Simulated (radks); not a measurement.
# Ionising tin step by step, Sn³⁴⁺ to Sn⁴⁹⁺

Aim: the successive ionisation energies of tin, each ion in the ground configuration that NIST lists, set against the tabulated values. Each value is a difference of total energies (Δ-SCF).

Program: radks (a radial shooting solver on a logarithmic mesh, Libxc functionals) version 1. Level of theory: Dirac Kohn-Sham, BLYP, spin-unpolarised, spherical densities, finite nucleus; open shells fill j = l - 1/2 first. These are calculated values, not measurements, unless marked.

## Step 1: Starting point

```
element             : tin (Z = 50)
charges             : 34 to 49
first configuration : [Ne] 3s2 3p4
last configuration  : 1s1
```

## Step 2: Sn³⁴⁺, [Ne] 3s2 3p4

The run's settings:

```text
Z 50
configuration [Ne] 3s2 3p4 4s0 3d0
relativity Dirac
functional b88,lyp
spin unpolarised
j_filling energy
nucleus finite rms 4.6519 fm
c 137.035999084
```

## Step 3: Sn³⁵⁺, [Ne] 3s2 3p3

Settings, as their differences from step 2:

```diff
@@ -1,3 +1,3 @@
 Z 50
-configuration [Ne] 3s2 3p4 4s0 3d0
+configuration [Ne] 3s2 3p3
 relativity Dirac
```

## Step 4: Sn³⁶⁺, [Ne] 3s2 3p2

Settings, as their differences from step 3:

```diff
@@ -1,3 +1,3 @@
 Z 50
-configuration [Ne] 3s2 3p3
+configuration [Ne] 3s2 3p2 4s0 3d0
 relativity Dirac
```

## Step 5: Sn³⁷⁺, [Ne] 3s2 3p1

Settings, as their differences from step 4:

```diff
@@ -1,3 +1,3 @@
 Z 50
-configuration [Ne] 3s2 3p2 4s0 3d0
+configuration [Ne] 3s2 3p1 4s0 3d0
 relativity Dirac
```

## Step 6: Sn³⁸⁺, [Ne] 3s2

Settings, as their differences from step 5:

```diff
@@ -1,3 +1,3 @@
 Z 50
-configuration [Ne] 3s2 3p1 4s0 3d0
+configuration [Ne] 3s2
 relativity Dirac
```

## Step 7: Sn³⁹⁺, [Ne] 3s1

Settings, as their differences from step 6:

```diff
@@ -1,3 +1,3 @@
 Z 50
-configuration [Ne] 3s2
+configuration [Ne] 3s1 3p0 4s0
 relativity Dirac
```

## Step 8: Sn⁴⁰⁺, [Ne]

Settings, as their differences from step 7:

```diff
@@ -1,3 +1,3 @@
 Z 50
-configuration [Ne] 3s1 3p0 4s0
+configuration [Ne]
 relativity Dirac
```

## Step 9: Sn⁴¹⁺, [He] 2s2 2p5

Settings, as their differences from step 8:

```diff
@@ -1,3 +1,3 @@
 Z 50
-configuration [Ne]
+configuration [He] 2s2 2p5 3s0 3p0
 relativity Dirac
```

## Step 10: Sn⁴²⁺, [He] 2s2 2p4

Settings, as their differences from step 9:

```diff
@@ -1,3 +1,3 @@
 Z 50
-configuration [He] 2s2 2p5 3s0 3p0
+configuration [He] 2s2 2p4
 relativity Dirac
```

## Step 11: Sn⁴³⁺, [He] 2s2 2p3

Settings, as their differences from step 10:

```diff
@@ -1,3 +1,3 @@
 Z 50
-configuration [He] 2s2 2p4
+configuration [He] 2s2 2p3
 relativity Dirac
```

## Step 12: Sn⁴⁴⁺, [He] 2s2 2p2

Settings, as their differences from step 11:

```diff
@@ -1,3 +1,3 @@
 Z 50
-configuration [He] 2s2 2p3
+configuration [He] 2s2 2p2 3s0 3p0
 relativity Dirac
```

## Step 13: Sn⁴⁵⁺, [He] 2s2 2p1

Settings, as their differences from step 12:

```diff
@@ -1,3 +1,3 @@
 Z 50
-configuration [He] 2s2 2p2 3s0 3p0
+configuration [He] 2s2 2p1
 relativity Dirac
```

## Step 14: Sn⁴⁶⁺, [He] 2s2

Settings, as their differences from step 13:

```diff
@@ -1,3 +1,3 @@
 Z 50
-configuration [He] 2s2 2p1
+configuration [He] 2s2
 relativity Dirac
```

## Step 15: Sn⁴⁷⁺, [He] 2s1

Settings, as their differences from step 14:

```diff
@@ -1,3 +1,3 @@
 Z 50
-configuration [He] 2s2
+configuration [He] 2s1
 relativity Dirac
```

## Step 16: Sn⁴⁸⁺, [He]

Settings, as their differences from step 15:

```diff
@@ -1,3 +1,3 @@
 Z 50
-configuration [He] 2s1
+configuration [He]
 relativity Dirac
```

## Step 17: Sn⁴⁹⁺, 1s1

Settings, as their differences from step 16:

```diff
@@ -1,3 +1,3 @@
 Z 50
-configuration [He]
+configuration 1s1
 relativity Dirac
```

Before running it: what results should come out? Wanted: for each run, species; configuration; Δ-SCF; −ε(HOMO); NIST; error.

The runs gave:

```
species  configuration  Δ-SCF (eV)  −ε(HOMO) (eV)           NIST (eV)  error (%)
  Sn³⁴⁺   [Ne] 3s2 3p4      2231.6         2193.2    2227 (semi-emp.)       +0.2
  Sn³⁵⁺   [Ne] 3s2 3p3      2308.8         2270.1    2326 (semi-emp.)       -0.7
  Sn³⁶⁺   [Ne] 3s2 3p2      2446.4         2406.4    2443 (semi-emp.)       +0.1
  Sn³⁷⁺   [Ne] 3s2 3p1      2526.3         2486.3    2499 (semi-emp.)       +1.1
  Sn³⁸⁺       [Ne] 3s2      2692.3         2655.0    2687 (semi-emp.)       +0.2
  Sn³⁹⁺       [Ne] 3s1      2766.0         2729.4  2762.5 (semi-emp.)       +0.1
  Sn⁴⁰⁺           [Ne]      6424.7         6317.8    6421 (semi-emp.)       +0.1
  Sn⁴¹⁺   [He] 2s2 2p5      6639.9         6531.9    6631 (semi-emp.)       +0.1
  Sn⁴²⁺   [He] 2s2 2p4      6857.1         6748.2    6859 (semi-emp.)       -0.0
  Sn⁴³⁺   [He] 2s2 2p3      7076.0         6966.3    7080 (semi-emp.)       -0.1
  Sn⁴⁴⁺   [He] 2s2 2p2      7562.5         7446.9    7531 (semi-emp.)       +0.4
  Sn⁴⁵⁺   [He] 2s2 2p1      7793.7         7678.1       7790 (theory)       +0.0
  Sn⁴⁶⁺       [He] 2s2      8126.5         8032.6    8103 (semi-emp.)       +0.3
  Sn⁴⁷⁺       [He] 2s1      8306.7         8219.3     8307.0 (theory)       -0.0
  Sn⁴⁸⁺           [He]       34407          34009    34257.1 (theory)       +0.4
  Sn⁴⁹⁺            1s1       35152          34799    35192.5 (theory)       -0.1
```

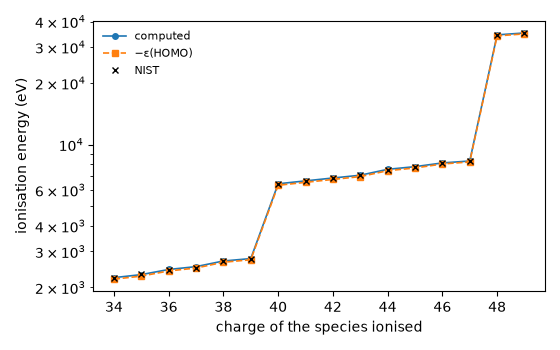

Ionisation energy against charge, on a logarithmic scale.

What this shows: Reference values: NIST Atomic Spectra Database (exp. measured, semi-emp. semi-empirical, theory a theoretical value adopted there). Per unit of the charge left behind, the cost jumps most at Sn⁴⁸⁺ ([He]): from 8306.7 to 34407 eV. There the highest level belongs to another shell. Against the measured or semi-empirical entries the Δ-SCF values err by +0.2 % on average (signed), at worst +1.1 % (Sn³⁷⁺). Minus the highest eigenvalue gives 98 to 99 % of the Δ-SCF value along the ladder. Spin polarisation and multiplet splitting are left out, so open shells lie too high by an amount that depends on their filling.
